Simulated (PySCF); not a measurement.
## Two runs on C5H10OSi2

System: C5H10OSi2, SMILES COC1=C[SiH2]C=C[SiH2]1.
Method of run 1: GIAO PBE0/pcSseg-1 NMR shielding, non-relativistic, IEF-PCM chloroform (PySCF 2.14.0).

The geometry comes from this level: PBE0-D3(BJ)/def2-SVP. Text and figures count atoms from 1; the logs count them from 0 in places.

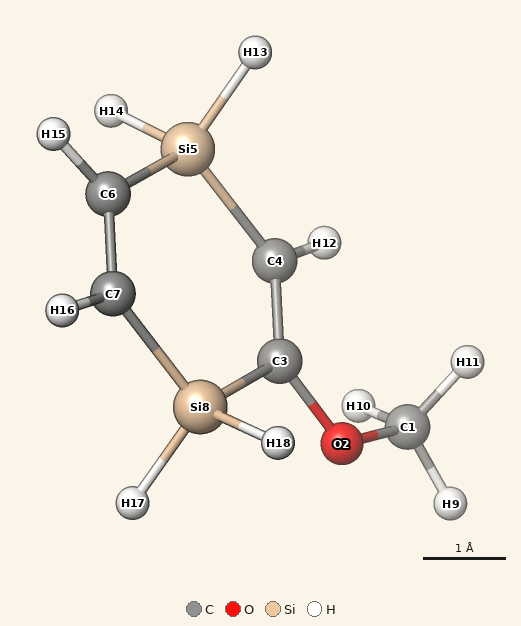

**Figure 1.** The input geometry (ball-and-stick view, seen at a tilt; atoms are numbered from 1 in the order of the input).

### The input, run 1
```
{"job": {"kind": "nmr", "xc": "PBE0", "basis": "pcSseg-1", "solvent": "chloroform", "pop": false}, "charge": 0, "multiplicity": 1}
C     -3.082405    -0.243713    -0.205143
O     -2.027989     0.680707    -0.145754
C     -0.757940     0.222349    -0.110458
C     -0.394072    -1.079657    -0.121557
Si     1.362880    -1.677836    -0.077153
C      2.561303    -0.238103    -0.020233
C      2.205769     1.059946    -0.005865
Si     0.443154     1.683282    -0.042152
H     -4.011493     0.339366    -0.227580
H     -3.021590    -0.867201    -1.114118
H     -3.089548    -0.905875     0.678189
H     -1.174382    -1.850596    -0.161990
H      1.595681    -2.558626     1.113732
H      1.665850    -2.523682    -1.277395
H      3.634150    -0.481435     0.004670
H      3.001927     1.818746     0.029774
H      0.216364     2.555996    -1.234795
H      0.146726     2.500339     1.174561
```

The first line tells a small driver script what to run in PySCF; the rest is the geometry in Å.

Launched with:
```bash
OMP_NUM_THREADS=1 python <driver script> task.json out
```

Hardware: 1 CPU thread, shared host.

### Output (run 1)
```
coarse grid: 15968 points
cycle   1  E = -849.9811470405  dE =  8.378e-01  |g| = 5.412e-01  |ddm| = 3.909e+00
cycle   2  E = -849.9515020383  dE =  2.965e-02  |g| = 6.740e-01  |ddm| = 8.964e-01
cycle   3  E = -850.0430007365  dE = -9.150e-02  |g| = 8.208e-02  |ddm| = 5.235e-01
cycle   4  E = -850.0438341393  dE = -8.334e-04  |g| = 4.118e-02  |ddm| = 7.426e-02
cycle   5  E = -850.0442076233  dE = -3.735e-04  |g| = 1.015e-02  |ddm| = 4.147e-02
cycle   6  E = -850.0442273300  dE = -1.971e-05  |g| = 4.849e-03  |ddm| = 1.212e-02
cycle   7  E = -850.0442334192  dE = -6.089e-06  |g| = 3.590e-04  |ddm| = 4.418e-03
final grid: 144824 points
cycle   8  E = -850.1023484001  dE = -2.155e-05  |g| = 1.100e-02  |ddm| = 2.551e-02
cycle   9  E = -850.1023193952  dE =  2.900e-05  |g| = 1.663e-02  |ddm| = 1.785e-02
cycle  10  E = -850.1023719968  dE = -5.260e-05  |g| = 1.907e-03  |ddm| = 1.130e-02
cycle  11  E = -850.1023728408  dE = -8.440e-07  |g| = 3.037e-04  |ddm| = 1.772e-03
cycle  12  E = -850.1023728582  dE = -1.741e-08  |g| = 1.337e-04  |ddm| = 3.211e-04
cycle  13  E = -850.1023728625  dE = -4.240e-09  |g| = 2.663e-05  |ddm| = 1.186e-04
cycle  14  E = -850.1023728626  dE = -1.539e-10  |g| = 5.812e-06  |ddm| = 2.787e-05
converged SCF energy = -850.1023728626

GIAO shielding tensors (ppm)
atom      isotropic    diamagn.    paramagn.     s11        s22        s33       span
  0 C      131.380     244.974    -113.594     97.794    120.790    175.556     77.762
  1 O      178.625     399.793    -221.168     25.662    200.814    309.399    283.737
  2 C        8.138     258.605    -250.467   -103.014     19.716    107.712    210.725
  3 C       84.524     263.211    -178.688     -9.685     83.635    179.620    189.305
  4 Si     411.185     881.674    -470.489    383.546    395.270    454.738     71.192
  5 C       27.482     259.705    -232.224    -93.454     -2.296    178.195    271.649
  6 C       30.974     260.772    -229.798    -86.870      9.868    169.923    256.793
  7 Si     422.844     882.320    -459.476    403.170    410.585    454.778     51.608
  8 H       27.188      27.031       0.157     23.194     25.785     32.587      9.393
  9 H       27.767      28.923      -1.155     24.501     25.418     33.384      8.883
 10 H       27.754      29.114      -1.360     24.471     25.418     33.373      8.902
 11 H       26.158      33.239      -7.081     23.169     25.650     29.656      6.487
 12 H       26.527      28.772      -2.245     23.525     24.574     31.481      7.957
 13 H       26.527      28.673      -2.146     23.516     24.587     31.480      7.964
 14 H       23.848      27.635      -3.787     22.419     23.250     25.874      3.454
 15 H       24.000      28.010      -4.010     22.938     22.958     26.105      3.167
 16 H       26.867      29.292      -2.425     23.782     25.321     31.499      7.718
 17 H       26.863      29.396      -2.534     23.794     25.294     31.500      7.706
```

For run 2 the input was changed thus:
```diff
-"solvent": "chloroform"
-"pop": false
+"solvent": "acetone"
+"pop": true
```

How does run 2 compare with run 1?

The total energy of run 2 is 0.8 kcal/mol lower: the change of the electrostatic solvation energy at this fixed geometry, without cavity or dispersion terms. The dipole moment goes from 1.20 to 1.24 D. Of all shieldings, the largest change is that of C4, by −0.4 ppm. The number of SCF iterations is the same.

### Output (run 2)
```
coarse grid: 15968 points
cycle   1  E = -849.9829206579  dE =  8.361e-01  |g| = 5.393e-01  |ddm| = 3.908e+00
cycle   2  E = -849.9545327758  dE =  2.839e-02  |g| = 6.681e-01  |ddm| = 8.820e-01
cycle   3  E = -850.0442906538  dE = -8.976e-02  |g| = 8.062e-02  |ddm| = 5.114e-01
cycle   4  E = -850.0451170181  dE = -8.264e-04  |g| = 3.966e-02  |ddm| = 7.232e-02
cycle   5  E = -850.0454636301  dE = -3.466e-04  |g| = 9.569e-03  |ddm| = 3.901e-02
cycle   6  E = -850.0454806084  dE = -1.698e-05  |g| = 4.714e-03  |ddm| = 1.132e-02
cycle   7  E = -850.0454863167  dE = -5.708e-06  |g| = 3.358e-04  |ddm| = 4.185e-03
final grid: 144824 points
cycle   8  E = -850.1035890176  dE = -2.173e-05  |g| = 1.096e-02  |ddm| = 2.552e-02
cycle   9  E = -850.1035609799  dE =  2.804e-05  |g| = 1.649e-02  |ddm| = 1.756e-02
cycle  10  E = -850.1036125107  dE = -5.153e-05  |g| = 1.845e-03  |ddm| = 1.095e-02
cycle  11  E = -850.1036132928  dE = -7.820e-07  |g| = 2.860e-04  |ddm| = 1.670e-03
cycle  12  E = -850.1036133079  dE = -1.513e-08  |g| = 1.277e-04  |ddm| = 3.004e-04
cycle  13  E = -850.1036133118  dE = -3.866e-09  |g| = 2.745e-05  |ddm| = 1.143e-04
cycle  14  E = -850.1036133119  dE = -1.598e-10  |g| = 5.728e-06  |ddm| = 2.743e-05
converged SCF energy = -850.1036133119

GIAO shielding tensors (ppm)
atom      isotropic    diamagn.    paramagn.     s11        s22        s33       span
  0 C      131.227     245.013    -113.786     97.445    120.509    175.727     78.282
  1 O      178.652     400.049    -221.396     25.765    200.542    309.649    283.883
  2 C        8.169     258.724    -250.555   -102.922     19.800    107.631    210.553
  3 C       84.164     263.231    -179.068    -10.369     83.038    179.822    190.191
  4 Si     411.166     881.680    -470.514    383.274    395.479    454.746     71.472
  5 C       27.194     259.797    -232.603    -93.630     -3.316    178.528    272.157
  6 C       30.740     260.779    -230.039    -87.008      9.049    170.180    257.187
  7 Si     423.104     882.333    -459.229    403.620    410.635    455.056     51.436
  8 H       27.152      26.979       0.173     23.150     25.736     32.570      9.420
  9 H       27.718      28.849      -1.131     24.439     25.361     33.354      8.915
 10 H       27.704      29.039      -1.335     24.408     25.361     33.342      8.934
 11 H       26.058      33.130      -7.072     23.039     25.587     29.548      6.509
 12 H       26.538      28.808      -2.270     23.539     24.584     31.491      7.951
 13 H       26.539      28.709      -2.171     23.530     24.596     31.489      7.959
 14 H       23.792      27.596      -3.804     22.384     23.175     25.818      3.434
 15 H       23.942      27.957      -4.015     22.851     22.930     26.045      3.194
 16 H       26.881      29.318      -2.437     23.801     25.331     31.512      7.711
 17 H       26.877      29.421      -2.545     23.814     25.304     31.512      7.699
```

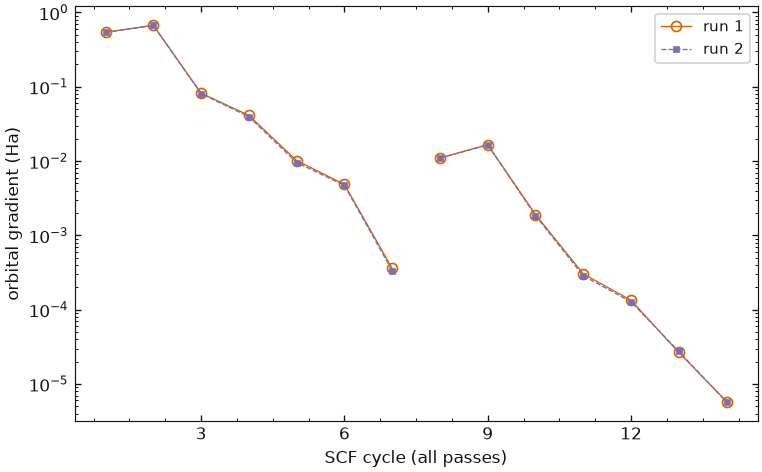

**Figure 2.** Convergence of the two runs: orbital gradient against the SCF cycle. A break in a curve parts two SCF passes (coarse and final grid). Run 1 takes 14 cycles in all, and run 2 takes 14.

### The two runs side by side

| quantity | run 1 | run 2 |
| --- | --- | --- |
| outcome | converged | converged |
| total energy (hartree) | −850.102373 | −850.103613 |
| HOMO (eV) | −6.91 | −6.93 |
| LUMO (eV) | −0.84 | −0.85 |
| dipole moment (D) | 1.20 | 1.24 |
| shielding of C1 (ppm) | 131.4 | 131.2 |
| shielding of C4 (ppm) | 84.5 | 84.2 |
| shielding of C6 (ppm) | 27.5 | 27.2 |
| shielding of C7 (ppm) | 31.0 | 30.7 |
| shielding of Si8 (ppm) | 422.8 | 423.1 |
| shielding of H12 (ppm) | 26.2 | 26.1 |
| shielding of H16 (ppm) | 24.0 | 23.9 |
| SCF iterations | 14 | 14 |
| basis functions | 200 | 200 |
| wall time (shared host) | 29 s | 31 s |
